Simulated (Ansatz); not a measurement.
# GaH5OS: two geometries relaxed, part 2 of 2

Are the two ends of the reaction (exchange4) separate minima, and which lies lower? Each is relaxed from a guess. Meant to form: Ga1–O6, H5–S2; to break: Ga1–S2, H5–O6. The start is a guess near the saddle point, from which both ends are pulled out.

Ansatz 0.2.0; RKS PBE-D4/def2-SVP.

### Step 4. Pulling towards end B

Springs on the bonds that form and break draw the guess towards this end; the thresholds are loose.

Input file input.yaml:

```yaml
crystal:
  periodic: [false, false, false]
  atoms:
    - { symbol: Ga, position_ang: [-1.0403, 0.0095, -0.4833] }
    - { symbol: S, position_ang: [1.1807, 1.4563, -0.4753] }
    - { symbol: H, position_ang: [-1.0378, -0.9862, -1.6715] }
    - { symbol: H, position_ang: [-2.3037, 0.6475, 0.1494] }
    - { symbol: H, position_ang: [0.9671, 0.1401, 0.7232] }
    - { symbol: O, position_ang: [0.2479, -0.8516, 1.0716] }
    - { symbol: H, position_ang: [1.7029, 0.5805, -1.3321] }
    - { symbol: H, position_ang: [0.2833, -0.9962, 2.018] }
basis:
  gaussian: { orbitals: def2-SVP }
hamiltonian:
  xc: pbe
  dispersion: d4
relax:
  f_tol: 0.15
  max_steps: 25
  restrain:
    - { distance: [0, 5], at: 1.88, k: 30.0 }
    - { distance: [4, 1], at: 1.36, k: 30.0 }
    - { distance: [0, 1], at: 3.57, k: 30.0 }
    - { distance: [4, 5], at: 2.27, k: 30.0 }
```

The run is started by

```console
ansatz run input.yaml --threads 2 --pin off --max-ram 3072MiB --backend cpu --events-out ev --progress --plain --runs-dir out
```

Log:

```text
Warning: RAYON_NUM_THREADS=2 ignored (pool sized by the plan → 2); use --threads N
The last accepted step is kept in <dir> (removed where the run ends without a failure and the disk answers)
Engine: ansatz 0.2.0, x86_64-unknown-linux-gnu
Functional definition: PBE
  parameter kappa = 0.804
  parameter beta = 0.06672455060314922
  exchange = pbe_x(kappa = kappa, mu = beta*pi^2/3)
  correlation = pbe_c(beta = beta)
993 factors; their error is unknown
mean field evaluation 1: about -65309.3147 eV, gradient 6.0e1 eV
mean field evaluation 2: about -65214.8688 eV, gradient 1.8e2 eV
mean field evaluation 4: about -65314.8900 eV, gradient 1.4e1 eV
mean field evaluation 8: about -65315.3946 eV, gradient 1.1e-1 eV
mean field evaluation 16: about -65315.3491 eV, gradient 1.6e-4 eV
mean field -65315.34914790 eV, -2400.2948088515 hartree, gradient 4.2e-5 eV, S^2 0.000000; 0 other end points of the search recorded, 0 dependent functions left out
the calculation of the forces begins
reference -65315.34918578 eV, -2400.2948102438 hartree; 30, 30 occupied and 59, 59 virtual orbitals, 993 factors
relax step   1: F+E_penalty+E_count = -65315.50043130 eV  Δ(F+E_penalty+E_count) = +0.000e0 eV  max|allowed force component| = 2.389e0 eV/Å  E_restraint = 31.86926684 eV  max|allowed force component, restraints' pulls added| = 3.144e1 eV/Å  Δτ_max = 0.0000 Å  (27 SCF iters, accepted)
  distance Ga 0 - O 5 = 2.1951 Å
  distance H 4 - S 1 = 1.7929 Å
  distance Ga 0 - S 1 = 2.6507 Å
  distance H 4 - O 5 = 1.2736 Å
these checks for a lower state are left out or cut short: starts, cluster_reference, orbital_swaps, neighbouring_geometries, increment
993 factors; their error is unknown
mean field -65314.84982940 eV, -2400.2764592351 hartree, gradient 6.5e-6 eV, S^2 0.000000; 0 other end points of the search recorded, 0 dependent functions left out
the calculation of the forces begins
reference -65314.84986794 eV, -2400.2764606516 hartree; 30, 30 occupied and 59, 59 virtual orbitals, 993 factors
relax step   2: F+E_penalty+E_count = -65314.99899325 eV  Δ(F+E_penalty+E_count) = +5.014e-1 eV  max|allowed force component| = 1.790e0 eV/Å  E_restraint = 15.12348176 eV  max|allowed force component, restraints' pulls added| = 2.222e1 eV/Å  Δτ_max = 0.1949 Å  (32 SCF iters, accepted)
  distance Ga 0 - O 5 = 2.1131 Å
  distance H 4 - S 1 = 1.6252 Å
  distance Ga 0 - S 1 = 2.9444 Å
  distance H 4 - O 5 = 1.5684 Å
these checks for a lower state are left out or cut short: starts, cluster_reference, orbital_swaps, neighbouring_geometries, increment
993 factors; their error is unknown
mean field evaluation 32: about -65314.8827 eV, gradient 4.9e-5 eV
mean field -65314.88271303 eV, -2400.2776676863 hartree, gradient 4.9e-5 eV, S^2 0.000000; 0 other end points of the search recorded, 0 dependent functions left out
the calculation of the forces begins
reference -65314.88275190 eV, -2400.2776691146 hartree; 30, 30 occupied and 59, 59 virtual orbitals, 993 factors
relax step   3: F+E_penalty+E_count = -65315.02792544 eV  Δ(F+E_penalty+E_count) = -2.893e-2 eV  max|allowed force component| = 2.057e0 eV/Å  E_restraint = 5.03434755 eV  max|allowed force component, restraints' pulls added| = 1.163e1 eV/Å  Δτ_max = 0.1949 Å  (30 SCF iters, accepted)
  distance Ga 0 - O 5 = 2.0241 Å
  distance H 4 - S 1 = 1.4700 Å
  distance Ga 0 - S 1 = 3.1678 Å
  distance H 4 - O 5 = 1.8945 Å
these checks for a lower state are left out or cut short: starts, cluster_reference, orbital_swaps, neighbouring_geometries, increment
993 factors; their error is unknown
mean field -65315.11301293 eV, -2400.2861310517 hartree, gradient 4.1e-5 eV, S^2 0.000000; 0 other end points of the search recorded, 0 dependent functions left out
the calculation of the forces begins
reference -65315.11305165 eV, -2400.2861324743 hartree; 30, 30 occupied and 59, 59 virtual orbitals, 993 factors
relax step   4: F+E_penalty+E_count = -65315.25248244 eV  Δ(F+E_penalty+E_count) = -2.246e-1 eV  max|allowed force component| = 1.323e0 eV/Å  E_restraint = 0.27870676 eV  max|allowed force component, restraints' pulls added| = 2.879e0 eV/Å  Δτ_max = 0.1949 Å  (29 SCF iters, accepted)
  distance Ga 0 - O 5 = 1.8928 Å
  distance H 4 - S 1 = 1.3614 Å
  distance Ga 0 - S 1 = 3.4482 Å
  distance H 4 - O 5 = 2.2102 Å
these checks for a lower state are left out or cut short: starts, cluster_reference, orbital_swaps, neighbouring_geometries, increment
993 factors; their error is unknown
mean field -65315.29496241 eV, -2400.2928175717 hartree, gradient 5.0e-6 eV, S^2 0.000000; 0 other end points of the search recorded, 0 dependent functions left out
the calculation of the forces begins
reference -65315.29500103 eV, -2400.2928189907 hartree; 30, 30 occupied and 59, 59 virtual orbitals, 993 factors
relax step   5: F+E_penalty+E_count = -65315.43080696 eV  Δ(F+E_penalty+E_count) = -1.783e-1 eV  max|allowed force component| = 1.074e0 eV/Å  E_restraint = 0.01906471 eV  max|allowed force component, restraints' pulls added| = 1.074e0 eV/Å  Δτ_max = 0.1947 Å  (29 SCF iters, accepted)
  distance Ga 0 - O 5 = 1.8470 Å
  distance H 4 - S 1 = 1.3608 Å
  distance Ga 0 - S 1 = 3.5569 Å
  distance H 4 - O 5 = 2.2729 Å
these checks for a lower state are left out or cut short: starts, cluster_reference, orbital_swaps, neighbouring_geometries, increment
993 factors; their error is unknown
mean field -65315.40422635 eV, -2400.2968329473 hartree, gradient 7.7e-6 eV, S^2 0.000000; 0 other end points of the search recorded, 0 dependent functions left out
the calculation of the forces begins
reference -65315.40426509 eV, -2400.2968343711 hartree; 30, 30 occupied and 59, 59 virtual orbitals, 993 factors
relax step   6: F+E_penalty+E_count = -65315.53868463 eV  Δ(F+E_penalty+E_count) = -1.079e-1 eV  max|allowed force component| = 5.987e-1 eV/Å  E_restraint = 0.01381507 eV  max|allowed force component, restraints' pulls added| = 4.814e-1 eV/Å  Δτ_max = 0.1999 Å  (29 SCF iters, accepted)
  distance Ga 0 - O 5 = 1.8512 Å
  distance H 4 - S 1 = 1.3642 Å
  distance Ga 0 - S 1 = 3.5614 Å
  distance H 4 - O 5 = 2.2704 Å
these checks for a lower state are left out or cut short: starts, cluster_reference, orbital_swaps, neighbouring_geometries, increment
993 factors; their error is unknown
mean field -65315.43192833 eV, -2400.2978509762 hartree, gradient 1.5e-5 eV, S^2 0.000000; 0 other end points of the search recorded, 0 dependent functions left out
the calculation of the forces begins
reference -65315.43196720 eV, -2400.2978524046 hartree; 30, 30 occupied and 59, 59 virtual orbitals, 993 factors
relax step   7: F+E_penalty+E_count = -65315.56684288 eV  Δ(F+E_penalty+E_count) = -2.816e-2 eV  max|allowed force component| = 4.871e-1 eV/Å  E_restraint = 0.01042216 eV  max|allowed force component, restraints' pulls added| = 3.988e-1 eV/Å  Δτ_max = 0.1662 Å  (28 SCF iters, accepted)
  distance Ga 0 - O 5 = 1.8552 Å
  distance H 4 - S 1 = 1.3644 Å
  distance Ga 0 - S 1 = 3.5623 Å
  distance H 4 - O 5 = 2.2693 Å
these checks for a lower state are left out or cut short: starts, cluster_reference, orbital_swaps, neighbouring_geometries, increment
993 factors; their error is unknown
mean field evaluation 64: about -65315.4293 eV, gradient 8.4e-5 eV
mean field -65315.42934724 eV, -2400.2977561230 hartree, gradient 8.4e-5 eV, S^2 0.000000; 0 other end points of the search recorded, 0 dependent functions left out
the calculation of the forces begins
reference -65315.42938628 eV, -2400.2977575577 hartree; 30, 30 occupied and 59, 59 virtual orbitals, 993 factors
relax step   8: F+E_penalty+E_count = -65315.56310372 eV  Δ(F+E_penalty+E_count) = +3.739e-3 eV  max|allowed force component| = 5.185e-1 eV/Å  E_restraint = 0.00729494 eV  max|allowed force component, restraints' pulls added| = 2.099e-1 eV/Å  Δτ_max = 0.1068 Å  (24 SCF iters, rejected (line search))
  distance Ga 0 - O 5 = 1.8614 Å
  distance H 4 - S 1 = 1.3675 Å
  distance Ga 0 - S 1 = 3.5609 Å
  distance H 4 - O 5 = 2.2691 Å
these checks for a lower state are left out or cut short: starts, cluster_reference, orbital_swaps, neighbouring_geometries, increment
993 factors; their error is unknown
mean field -65315.43396839 eV, -2400.2979259472 hartree, gradient 4.9e-5 eV, S^2 0.000000; 0 other end points of the search recorded, 0 dependent functions left out
the calculation of the forces begins
reference -65315.43400736 eV, -2400.2979273791 hartree; 30, 30 occupied and 59, 59 virtual orbitals, 993 factors
relax step   9: F+E_penalty+E_count = -65315.56830187 eV  Δ(F+E_penalty+E_count) = -1.459e-3 eV  max|allowed force component| = 5.777e-1 eV/Å  E_restraint = 0.00709521 eV  max|allowed force component, restraints' pulls added| = 1.330e-2 eV/Å  Δτ_max = 0.0471 Å  (25 SCF iters, accepted)
  distance Ga 0 - O 5 = 1.8603 Å
  distance H 4 - S 1 = 1.3650 Å
  distance Ga 0 - S 1 = 3.5625 Å
  distance H 4 - O 5 = 2.2683 Å
993 factors; their error is unknown
mean field -65315.43396839 eV, -2400.2979259472 hartree, gradient 4.9e-5 eV, S^2 0.000000; 1 other end points of the search recorded, 0 dependent functions left out
the calculation of the forces begins
reference -65315.43400736 eV, -2400.2979273791 hartree; 30, 30 occupied and 59, 59 virtual orbitals, 993 factors
Total energy: -65315.56834083 eV, -2400.3028640433 hartree
Atom 0 at    -1.289193    -0.433971    -0.196545 Å, force     0.577735    -0.094718     0.355314 eV/Å
Atom 1 at     1.636837     1.587601    -0.404195 Å, force    -0.166088    -0.010841    -0.075416 eV/Å
Atom 2 at    -1.064516    -0.999048    -1.641408 Å, force     0.005719     0.002911     0.008528 eV/Å
Atom 3 at    -2.422931     0.485084     0.393392 Å, force     0.001894     0.002360     0.006317 eV/Å
Atom 4 at     1.436821     0.497984     0.393247 Å, force    -0.053206    -0.155212     0.092597 eV/Å
Atom 5 at    -0.038784    -1.113856     1.001304 Å, force    -0.365430     0.265932    -0.386825 eV/Å
Atom 6 at     1.972044     0.791012    -1.456285 Å, force     0.002441     0.000522     0.002918 eV/Å
Atom 7 at    -0.230178    -0.814908     1.910490 Å, force    -0.003065    -0.010953    -0.003433 eV/Å
Dipole moment:    -0.112075    -0.022954     0.079311 e Å
```

Wall time 11 s (2 threads of Intel Xeon Platinum 8488C (Sapphire Rapids), shared host); peak memory 0.15 GiB.

The steps of the relaxation:

| step | energy from step 1 (eV) | largest force component (eV/Å) |
| --- | --- | --- |
| 1 | 0.0000 | 2.3886 |
| 2 | 0.5014 | 1.7901 |
| 3 | 0.4725 | 2.0570 |
| 4 | 0.2479 | 1.3228 |
| 5 | 0.0696 | 1.0743 |
| 6 | -0.0383 | 0.5987 |
| 7 | -0.0664 | 0.4871 |
| 8x | -0.0627 | 0.5185 |
| 9 | -0.0679 | 0.5777 |

Step 1 is the start. 1 step was tried and not accepted (marked x). Energies and forces in the table leave out the springs, which the log lists apart; the run stops on the force with the springs' pull added.

After: Bond lengths: Ga1–H3 1.568 Å, Ga1–H4 1.574 Å, S2–H5 1.365 Å, Ga1–O6 1.860 Å, S2–H7 1.362 Å, O6–H8 0.976 Å. Angles: H3–Ga1–H4 131.2°, H3–Ga1–O6 111.4°, H4–Ga1–O6 117.1°, H5–S2–H7 91.2°, Ga1–O6–H8 110.9°.

Pairs that crossed the distance rule for bonds on the way: came closer S2–H5; moved apart Ga1–S2.

### Step 5. End point B

It starts where the restrained run ended.

Input file input.yaml:

```yaml
crystal:
  periodic: [false, false, false]
  atoms:
    - { symbol: Ga, position_ang: [-1.289193, -0.433971, -0.196545] }
    - { symbol: S, position_ang: [1.636837, 1.587601, -0.404195] }
    - { symbol: H, position_ang: [-1.064516, -0.999048, -1.641408] }
    - { symbol: H, position_ang: [-2.422931, 0.485084, 0.393392] }
    - { symbol: H, position_ang: [1.436821, 0.497984, 0.393247] }
    - { symbol: O, position_ang: [-0.038784, -1.113856, 1.001304] }
    - { symbol: H, position_ang: [1.972044, 0.791012, -1.456285] }
    - { symbol: H, position_ang: [-0.230178, -0.814908, 1.91049] }
basis:
  gaussian: { orbitals: def2-SVP }
hamiltonian:
  xc: pbe
  dispersion: d4
relax:
  f_tol: 0.03
  max_steps: 50
```

The run is started by

```console
ansatz run input.yaml --threads 2 --pin off --max-ram 3072MiB --backend cpu --events-out ev --progress --plain --runs-dir out
```

Log (excerpt; [...] marks lines left out):

```text
Warning: RAYON_NUM_THREADS=2 ignored (pool sized by the plan → 2); use --threads N
[...]
[... 1 set-up line as earlier in the session ...]
[...]
993 factors; their error is unknown
[...]
mean field -65315.43398072 eV, -2400.2979264002 hartree, gradient 3.5e-5 eV, S^2 0.000000; 0 other end points of the search recorded, 0 dependent functions left out
[...]
reference -65315.43401970 eV, -2400.2979278326 hartree; 30, 30 occupied and 59, 59 virtual orbitals, 993 factors
relax step   1: F+E_penalty+E_count = -65315.56831419 eV  Δ(F+E_penalty+E_count) = +0.000e0 eV  max|allowed force component| = 5.776e-1 eV/Å  Δτ_max = 0.0000 Å  (26 SCF iters, accepted)
[...]
relax step   6: F+E_penalty+E_count = -65315.77390822 eV  Δ(F+E_penalty+E_count) = -3.344e-3 eV  max|allowed force component| = 6.339e-2 eV/Å  Δτ_max = 0.0387 Å  (24 SCF iters, accepted)
[...]
reference -65316.24555977 eV, -2400.3277513803 hartree; 30, 30 occupied and 59, 59 virtual orbitals, 993 factors
Total energy: -65316.39888583 eV, -2400.3333860088 hartree
Atom 0 at    -0.821257     0.072452    -0.522051 Å, force    -0.009056     0.000169    -0.002630 eV/Å
Atom 1 at     0.970499     1.507751    -0.607035 Å, force     0.008915    -0.003850    -0.005667 eV/Å
Atom 2 at    -0.888175    -1.024243    -1.644333 Å, force    -0.000185     0.001159     0.000976 eV/Å
Atom 3 at    -2.011614     0.680131     0.315561 Å, force    -0.000730    -0.002506     0.001108 eV/Å
Atom 4 at     0.989230    -0.284081     0.990283 Å, force    -0.006084     0.006053     0.011329 eV/Å
Atom 5 at     0.264399    -0.962843     1.076447 Å, force    -0.008096    -0.015408     0.004443 eV/Å
Atom 6 at     1.640923     0.796764    -1.556898 Å, force    -0.001055     0.004693     0.005999 eV/Å
Atom 7 at    -0.143903    -0.786032     1.948025 Å, force     0.016292     0.009690    -0.015558 eV/Å
Dipole moment:     0.112754    -0.266497     0.451900 e Å
```

Run time: 25 s. Hardware: 2 threads of Intel Xeon Platinum 8488C (Sapphire Rapids), shared host; peak memory 0.15 GiB.

Step by step:

| step | energy from step 1 (eV) | largest force component (eV/Å) |
| --- | --- | --- |
| 1 | 0.0000 | 0.5776 |
| 2 | -0.0861 | 0.2434 |
| 3 | -0.1553 | 0.3282 |
| 4 | -0.1889 | 0.3720 |
| 5 | -0.2023 | 0.1751 |
| 6 | -0.2056 | 0.0634 |
| 7 | -0.2074 | 0.0574 |
| 8 | -0.2089 | 0.0796 |
| 9 | -0.2122 | 0.0726 |
| 10 | -0.2142 | 0.4869 |
| 11 | -0.2524 | 0.8128 |
| 12 | -0.4423 | 1.4829 |
| 13 | -0.5661 | 3.2017 |
| 14 | -0.6564 | 1.4912 |
| 15 | -0.7910 | 0.7185 |
| 16 | -0.8193 | 0.1427 |
| 17 | -0.8247 | 0.1939 |
| 18 | -0.8297 | 0.0475 |
| 19 | -0.8303 | 0.0470 |
| 20 | -0.8305 | 0.0163 |

Step 1 is the start.

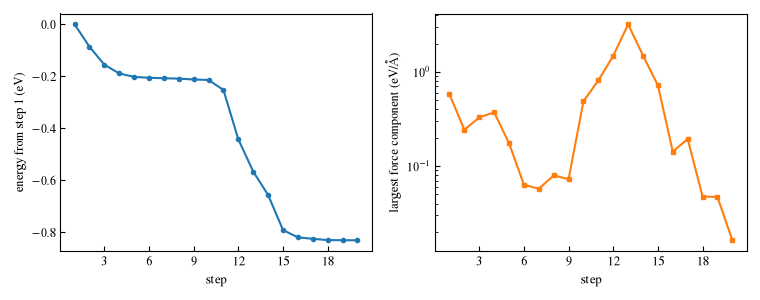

Energy and largest force along the relaxation.

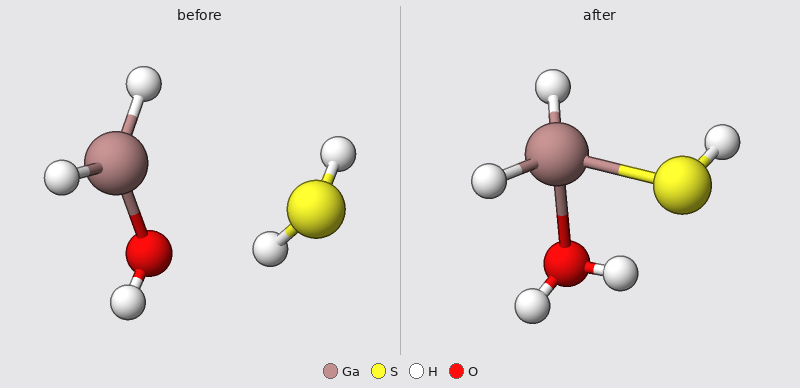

Before and after, at one scale.

After: Bond lengths: Ga1–S2 2.297 Å, Ga1–H3 1.571 Å, Ga1–H4 1.577 Å, Ga1–O6 2.192 Å, H5–O6 0.997 Å, S2–H7 1.363 Å, O6–H8 0.979 Å. Angles: Ga1–S2–H7 94.8°, S2–Ga1–H3 116.3°, S2–Ga1–H4 111.6°, S2–Ga1–O6 86.3°, H3–Ga1–H4 128.0°, H3–Ga1–O6 102.3°, H4–Ga1–O6 99.7°, Ga1–O6–H5 88.6°, Ga1–O6–H8 110.9°, H5–O6–H8 104.9°.

Pairs that crossed the distance rule for bonds on the way: came closer Ga1–S2, H5–O6; moved apart S2–H5.

### Step 6. Results

The summary covers parts 1 to 2.

```
                           quantity                     value
                              end A   6 moves, 0.429 eV lower
                              end B  19 moves, 0.831 eV lower
largest difference between the ends                    0.02 Å
            end B relative to end A                 -0.000 eV
```

**Reading.** The two relaxations end at one structure, within 0.02 Å: no second minimum was found from this start, which doesn't rule one out.
